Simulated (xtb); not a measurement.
## Frequency calculation of TiClF3

The run: frequency calculation of TiClF3, SMILES [F][Ti]([F])([F])[Cl]. Method and program: GFN1-xTB, ALPB solvent hexane (xtb 6.7.1).

The geometry was optimised with GFN1-xTB/ALPB(hexane).

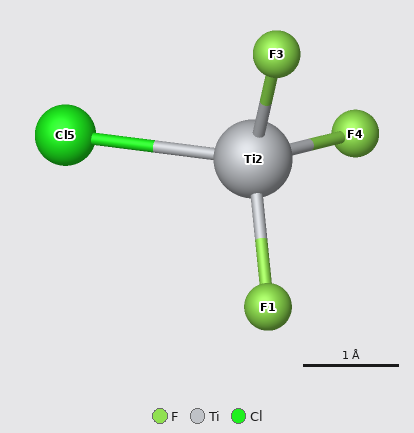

*The structure as given in the input (ball-and-stick view, seen at a tilt; atoms are numbered from 1 in the order of the input). Sticks mark near contacts.*

Bond lengths as drawn: Cl–Ti 2.13 Å and F–Ti 1.67 Å.

Input file (mol.coord)
```
$coord
     -1.622575542387     -0.676578644400      2.681086733835  f
      0.019256309210     -0.222987682706      0.027401028807  ti
      3.004759024461     -1.162842970788      0.410883151277  f
     -1.319482369259     -1.777230728427     -2.367562272499  f
      0.012132041720      3.700367210936     -0.830043302981  cl
$end
```

Launched with:
```bash
xtb mol.coord --alpb hexane --hess --gfn 1 --parallel 1 | tee mol.out
```

Log
```
* xtb version 6.7.1
   ID    Z sym.   atoms
    1    9 f      1, 3, 4
    2   22 ti     2
    3   17 cl     5

           -------------------------------------------------
          |                Calculation Setup                |
           -------------------------------------------------

          program call               : xtb mol.coord --alpb hexane --hess --gfn 1 --parallel 1
          coordinate file            : mol.coord
          omp threads                :                     1

           -------------------------------------------------
          |                 G F N 1 - x T B                 |
           -------------------------------------------------

      * Hamiltonian:
        H0-scaling (s, p, d)           1.850000    2.250000    2.000000
        zeta-weighting                 0.000000
      * Dispersion:
        s8                             2.400000
        a1                             0.630000
        a2                             5.000000
        s9                             0.000000
      * Repulsion:
        kExp                           1.500000
        rExp                           1.000000
      * Coulomb:
        alpha                          2.000000
        third order                    atomic
        anisotropic                    false
      * Halogen bond correction:
        rad-scale                      1.300000
        damping                        0.440000

      * Solvation model:               ALPB
        Solvent                        hexane
        Parameter file                 internal GFN1-xTB/ALPB
        Dielectric constant                1.8800E+00
        Reference state                gsolv [1 M gas/solution]
        Free energy shift                  4.1595E-03 Eh       2.6101E+00 kcal/mol
        Temperature                        2.9815E+02 K
        Density                            6.6000E-01 kg/L
        Solvent mass                       8.6180E+01 g/mol
        Interaction kernel             P16
        Born radius scaling (c1)           1.4775E+00
        Born radii integrator          GBOBC
        Born offset                        0.0000E+00 a0       0.0000E+00 AA
        H-bond correction              false
        Ion screening                  false
        Surface tension                    1.0000E-05 Eh       1.5569E+01 dyn/cm
        Grid points                               230 per atom

          ...................................................
          :                      SETUP                      :
          :.................................................:
          :  # basis functions                  32          :
          :  # atomic orbitals                  30          :
          :  # shells                           12          :
          :  # electrons                        32          :
          :  # halogen bonds                     0          :
          :  max. iterations                   250          :
          :  Hamiltonian                  GFN1-xTB          :
          :  restarted?                      false          :
          :  GBSA solvation                   true          :
          :  PC potential                    false          :
          :  electronic temp.          300.0000000     K    :
          :  accuracy                    1.0000000          :
          :  -> integral cutoff          0.2500000E+02      :
          :  -> integral neglect         0.1000000E-07      :
          :  -> SCF convergence          0.1000000E-05 Eh   :
          :  -> wf. convergence          0.2000000E-04 e    :
          :  Broyden damping             0.4000000          :
          :  net charge                          0          :
          :  unpaired electrons                  0          :
          ...................................................

 iter      E             dE          RMSdq      gap      omega  full diag
   1    -20.3006595 -0.203007E+02  0.309E+01    1.09       0.0  T
   2    -18.0218741  0.227879E+01  0.201E+01    7.27       1.0  T
   3    -19.2411653 -0.121929E+01  0.148E+01    8.72       1.0  T
   4    -21.0634546 -0.182229E+01  0.709E+00    5.42       1.0  T
   5    -19.0872437  0.197621E+01  0.125E+01    8.52       1.0  T
   6    -19.8938949 -0.806651E+00  0.210E+01    1.40       1.0  T
   7    -19.7546631  0.139232E+00  0.179E+01    1.56       1.0  T
   8    -20.5111871 -0.756524E+00  0.583E+00    2.70       1.0  T
   9    -20.6378013 -0.126614E+00  0.685E+00    5.77       1.0  T
  10    -20.8953948 -0.257593E+00  0.494E+00    5.05       1.0  T
  11    -21.1650459 -0.269651E+00  0.116E+00    3.88       1.0  T
  12    -21.1762862 -0.112403E-01  0.843E-01    3.40       1.0  T
  13    -21.1822621 -0.597595E-02  0.212E-01    3.53       1.0  T
  14    -21.1810324  0.122972E-02  0.324E-01    3.65       1.0  T
  15    -21.1827476 -0.171516E-02  0.983E-02    3.57       1.0  T
  16    -21.1827866 -0.389871E-04  0.946E-02    3.56       1.0  T
  17    -21.1827139  0.726813E-04  0.614E-02    3.59       1.0  T
  18    -21.1827564 -0.425193E-04  0.414E-02    3.59       1.1  T
  19    -21.1827857 -0.292835E-04  0.291E-02    3.57       1.5  T
  20    -21.1827939 -0.824949E-05  0.172E-03    3.58      25.9  T
  21    -21.1827938  0.150801E-06  0.425E-03    3.58      10.5  T
  22    -21.1827939 -0.152404E-06  0.105E-03    3.58      42.7  T
  23    -21.1827940 -0.155032E-07  0.338E-04    3.58     132.5  T
  24    -21.1827940 -0.964235E-09  0.322E-05    3.58    1390.0  T
  25    -21.1827940 -0.106901E-10  0.175E-06    3.58   25627.2  T

   *** convergence criteria satisfied after 25 iterations ***

         #    Occupation            Energy/Eh            Energy/eV
      -------------------------------------------------------------
         1        2.0000           -1.0087324             -27.4490
       ...           ...                  ...                  ...
        10        2.0000           -0.5648482             -15.3703
        11        2.0000           -0.5637204             -15.3396
        12        2.0000           -0.5637151             -15.3395
        13        2.0000           -0.5582890             -15.1918
        14        2.0000           -0.5314815             -14.4623
        15        2.0000           -0.5164519             -14.0534
        16        2.0000           -0.5164503             -14.0533 (HOMO)
        17                         -0.3849346             -10.4746 (LUMO)
        18                         -0.3849257             -10.4744
        19                         -0.3596960              -9.7878
        20                         -0.3436354              -9.3508
        21                         -0.3436172              -9.3503
       ...                                ...                  ...
        30                          0.1669251               4.5423
      -------------------------------------------------------------
                  HL-Gap            0.1315157 Eh            3.5787 eV
             Fermi-level           -0.4506925 Eh          -12.2640 eV

 SCC (total)                   0 d,  0 h,  0 min,  0.005 sec
 SCC setup                      ...        0 min,  0.000 sec (  2.175%)
 Dispersion                     ...        0 min,  0.000 sec (  0.343%)
 classical contributions        ...        0 min,  0.000 sec (  0.093%)
 integral evaluation            ...        0 min,  0.001 sec ( 20.882%)
 iterations                     ...        0 min,  0.002 sec ( 45.909%)
 molecular gradient             ...        0 min,  0.002 sec ( 29.515%)
 printout                       ...        0 min,  0.000 sec (  0.993%)

         :::::::::::::::::::::::::::::::::::::::::::::::::::::
         ::                     SUMMARY                     ::
         :::::::::::::::::::::::::::::::::::::::::::::::::::::
         :: total energy             -21.136683855767 Eh    ::
         :: total w/o Gsasa/hb       -21.137616918399 Eh    ::
         :: gradient norm              0.000024798389 Eh/a0 ::
         :: HOMO-LUMO gap              3.578725648922 eV    ::
         ::.................................................::
         :: SCC energy               -21.182793955514 Eh    ::
         :: -> electrostatic           0.113492175775 Eh    ::
         :: -> Gsolv                  -0.002069250742 Eh    ::
         ::    -> Gelec               -0.003002313374 Eh    ::
         ::    -> Gsasa               -0.003226426072 Eh    ::
         ::    -> Ghb                  0.000000000000 Eh    ::
         ::    -> Gshift               0.004159488704 Eh    ::
         :: repulsion energy           0.047483748438 Eh    ::
         :: dispersion energy         -0.001373648691 Eh    ::
         :: halogen bond corr.         0.000000000000 Eh    ::
         :: add. restraining           0.000000000000 Eh    ::
         :: total charge               0.000000000000 e     ::
         :::::::::::::::::::::::::::::::::::::::::::::::::::::

           -------------------------------------------------
          |                Numerical Hessian                |
           -------------------------------------------------
step length          :   0.00500
SCC accuracy         :   0.30000
Hessian scale factor :   1.00000
frozen atoms in %    :   0.00000    0
RMS gradient         :   0.00002
estimated CPU  time      0.00 min

writing file <hessian>.

 projected vibrational frequencies (cm⁻¹)
eigval :       -0.00    -0.00    -0.00    -0.00     0.00     0.00
eigval :      131.85   132.22   153.10   153.67   169.36   443.05
eigval :      586.72   649.68   649.84
           -------------------------------------------------
          |                Property Printout                |
           -------------------------------------------------

    * Orbital Energies and Occupations

         #    Occupation            Energy/Eh            Energy/eV
      -------------------------------------------------------------
         1        2.0000           -1.0087324             -27.4490
       ...           ...                  ...                  ...
         4        2.0000           -0.8641635             -23.5151
         5        2.0000           -0.6080950             -16.5471
         6        2.0000           -0.5772964             -15.7090
         7        2.0000           -0.5741819             -15.6243
         8        2.0000           -0.5741783             -15.6242
         9        2.0000           -0.5648555             -15.3705
        10        2.0000           -0.5648481             -15.3703
        11        2.0000           -0.5637204             -15.3396
        12        2.0000           -0.5637151             -15.3395
        13        2.0000           -0.5582890             -15.1918
        14        2.0000           -0.5314815             -14.4623
        15        2.0000           -0.5164519             -14.0534
        16        2.0000           -0.5164503             -14.0533 (HOMO)
        17                         -0.3849346             -10.4746 (LUMO)
        18                         -0.3849256             -10.4744
        19                         -0.3596960              -9.7878
        20                         -0.3436354              -9.3508
        21                         -0.3436172              -9.3503
        22                         -0.0996062              -2.7104
        23                         -0.0996060              -2.7104
        24                         -0.0970536              -2.6410
        25                         -0.0886688              -2.4128
        26                         -0.0886628              -2.4126
        27                         -0.0049400              -0.1344
       ...                                ...                  ...
        30                          0.1669252               4.5423
      -------------------------------------------------------------
                  HL-Gap            0.1315158 Eh            3.5787 eV
             Fermi-level           -0.4506924 Eh          -12.2640 eV

  Mulliken/CM5 charges         n(s)   n(p)   n(d)
     1f    -0.31254 -0.48702   1.721  5.591  0.000
Molecule has the following symmetry elements: (C3) 3*(sigma)
It seems to be the C3v point group
     2ti    0.99615  1.62502   0.876  1.052  1.076
     3f    -0.31255 -0.48702   1.721  5.591  0.000
     4f    -0.31254 -0.48701   1.721  5.591  0.000
     5cl   -0.05853 -0.16396   1.809  5.256 -0.006

Wiberg/Mayer (AO) data.
largest (>0.10) Wiberg bond orders for each atom

 ---------------------------------------------------------------------------
     #   Z sym  total        # sym  WBO       # sym  WBO       # sym  WBO
 ---------------------------------------------------------------------------
     1   9 f    1.209 --     2 ti   1.076
     2  22 ti   4.614 --     5 cl   1.386     4 f    1.076     1 f    1.076
                             3 f    1.076
     3   9 f    1.209 --     2 ti   1.076
     4   9 f    1.209 --     2 ti   1.076
     5  17 cl   1.551 --     2 ti   1.386
 ---------------------------------------------------------------------------

Topologies differ in total number of bonds
Writing topology from bond orders to xtbtopo.mol

 dipole moment from electron density (au)
     X       Y       Z
  -0.0003   0.2566  -0.0552  total (Debye):    0.667

           -------------------------------------------------
          |               Frequency Printout                |
           -------------------------------------------------
 projected vibrational frequencies (cm⁻¹)
eigval :       -0.00    -0.00    -0.00    -0.00     0.00     0.00
eigval :      131.85   132.22   153.10   153.67   169.36   443.05
eigval :      586.72   649.68   649.84
 reduced masses (amu)
   1: 24.80   2: 31.33   3: 33.02   4: 31.28   5: 27.71   6: 25.37   7: 21.98   8: 21.87
   9: 28.47  10: 28.54  11: 26.87  12: 35.70  13: 25.74  14: 29.12  15: 29.13
 IR intensities (km·mol⁻¹)
   1:  0.00   2:  0.05   3:  0.04   4:  0.03   5:  0.02   6:  0.03   7:  0.12   8:  0.20
   9: 34.08  10: 33.97  11: 35.22  12: 37.68  13: 78.67  14:111.03  15:111.12
 Raman intensities (Ä⁴*amu⁻¹)
   1:  0.00   2:  0.00   3:  0.00   4:  0.00   5:  0.00   6:  0.00   7:  0.00   8:  0.00
   9:  0.00  10:  0.00  11:  0.00  12:  0.00  13:  0.00  14:  0.00  15:  0.00
 output can be read by thermo (or use thermo option).
 writing <g98.out> molden fake output.
 recommended (thermochemical) frequency scaling factor: 1.0
           -------------------------------------------------
          |             Thermodynamic Functions             |
           -------------------------------------------------

c3v symmetry found (for desy threshold:  0.10E+00) used in thermo

          ...................................................
          :                      SETUP                      :
          :.................................................:
          :  # frequencies                           9      :
          :  # imaginary freq.                       0      :
          :  linear?                             false      :
          :  only rotor calc.                    false      :
          :  symmetry                              c3v      :
          :  rotational number                       3      :
          :  scaling factor                  1.0000000      :
          :  rotor cutoff                   50.0000000 cm⁻¹ :
          :  imag. cutoff                  -20.0000000 cm⁻¹ :
          :.................................................:

    mode    ω/cm⁻¹     T·S(HO)/kcal·mol⁻¹    T·S(FR)/kcal·mol⁻¹   T·S(vib)
   ------------------------------------------------------------------------
       1    131.85    -0.87024 ( 97.97%)    -0.76910 (  2.03%)    -0.86819
       2    132.22    -0.86867 ( 98.00%)    -0.76829 (  2.00%)    -0.86666
       3    153.10    -0.78511 ( 98.88%)    -0.72487 (  1.12%)    -0.78444
       4    153.67    -0.78303 ( 98.89%)    -0.72378 (  1.11%)    -0.78238
       5    169.36    -0.72827 ( 99.25%)    -0.69500 (  0.75%)    -0.72802
   ------------------------------------------------------------------------

   temp. (K)  partition function   enthalpy   heat capacity  entropy
                                   cal/mol     cal/K/mol   cal/K/mol   J/K/mol
 298.15  VIB   38.8                 2473.601     13.750     15.549
         ROT  0.709E+05              888.752      2.981     25.176
         INT  0.275E+07             3362.354     16.731     40.725
         TR   0.161E+28             1481.254      4.968     40.709
         TOT                        4843.6074    21.6988    81.4344   340.7216

       T/K    H(0)-H(T)+PV         H(T)/Eh          T*S/Eh         G(T)/Eh
   ------------------------------------------------------------------------
    298.15    0.771878E-02    0.147116E-01    0.386921E-01   -0.239805E-01
   ------------------------------------------------------------------------

         :::::::::::::::::::::::::::::::::::::::::::::::::::::
         ::                  THERMODYNAMIC                  ::
         :::::::::::::::::::::::::::::::::::::::::::::::::::::
         :: total free energy         -21.160664380838 Eh   ::
         ::.................................................::
         :: total energy              -21.136683855716 Eh   ::
         :: zero point energy           0.006992819292 Eh   ::
         :: G(RRHO) w/o ZPVE           -0.030973344414 Eh   ::
         :: G(RRHO) contrib.           -0.023980525122 Eh   ::
         :::::::::::::::::::::::::::::::::::::::::::::::::::::

           -------------------------------------------------
          | TOTAL ENERGY              -21.136683855716 Eh   |
          | TOTAL ENTHALPY            -21.121972256667 Eh   |
          | TOTAL FREE ENERGY         -21.160664380838 Eh   |
          | GRADIENT NORM               0.000024800178 Eh/α |
          | HOMO-LUMO GAP               3.578725786652 eV   |
           -------------------------------------------------

------------------------------------------------------------------------
------------------------------------------------------------------------
 total:
 *  cpu-time:     0 d,  0 h,  0 min,  0.108 sec
 * ratio c/w:     1.000 speedup
 SCF:
 *  cpu-time:     0 d,  0 h,  0 min,  0.005 sec
 * ratio c/w:     1.000 speedup
 analytical hessian:
 *  cpu-time:     0 d,  0 h,  0 min,  0.098 sec
 * ratio c/w:     1.000 speedup
```

File vibspectrum
```
$vibrational spectrum
#  mode     symmetry     wave number   IR intensity    selection rules
#                         cm**(-1)      (km*mol⁻¹)        IR
     1                      -0.00         0.00000          -
     2                      -0.00         0.00000          -
     3                      -0.00         0.00000          -
     4                      -0.00         0.00000          -
     5                       0.00         0.00000          -
     6                       0.00         0.00000          -
     7        a            131.85         0.11796         YES
     8        a            132.22         0.19792         YES
     9        a            153.10        34.08126         YES
    10        a            153.67        33.97018         YES
    11        a            169.36        35.21769         YES
    12        a            443.05        37.68086         YES
    13        a            586.72        78.66735         YES
    14        a            649.68       111.03216         YES
    15        a            649.84       111.11903         YES
$end
```

Standard error
```
normal termination of xtb
```

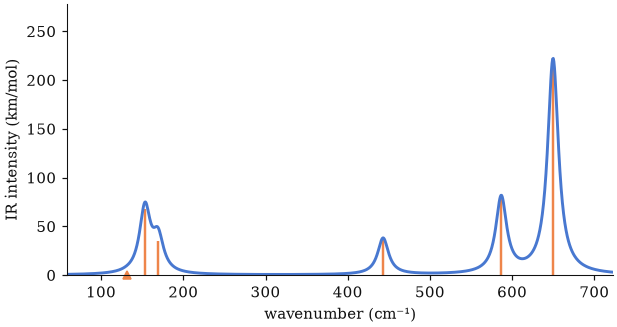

*Harmonic infrared spectrum, unscaled: sticks (degenerate modes added up, dark ones marked on the axis) with a Lorentzian envelope of 16 cm⁻¹ full width, scaled to the tallest stick.*

9 modes from 132 to 650 cm⁻¹, none imaginary. The strongest line is at 650 cm⁻¹ (222 km/mol). All modes, in cm⁻¹ (km/mol): 132 (0.1), 132 (0.2), 153 (34), 154 (34), 169 (35), 443 (38), 587 (79), 650 (111), 650 (111).

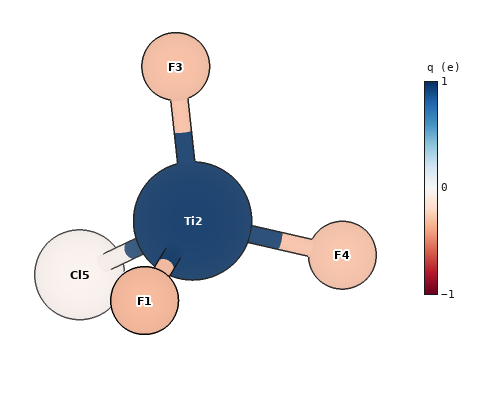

*Mulliken charges, as the colour of each atom (ball-and-stick view, seen at a tilt; atoms are numbered from 1 in the order of the input).*

By element: F −0.31, Ti +1.00 and Cl −0.06 e.

Results in brief

| quantity | value |
| --- | --- |
| outcome | converged |
| electrons treated | 32 |
| total energy | −21.136684 hartree |
| dispersion energy | −0.001374 hartree |
| solvation energy | −0.002069 hartree |
| basis functions | 32 |
| HOMO | −14.05 eV |
| LUMO | −10.47 eV |
| zero-point energy | 0.006993 hartree |
| dipole moment | 0.67 D |
| wavenumbers, lowest and highest | 132 and 650 cm⁻¹ |
| hardware | 1 thread of Intel Xeon (Granite Rapids), 64 GiB of memory available, shared host |
| peak memory | 0.077 GiB |
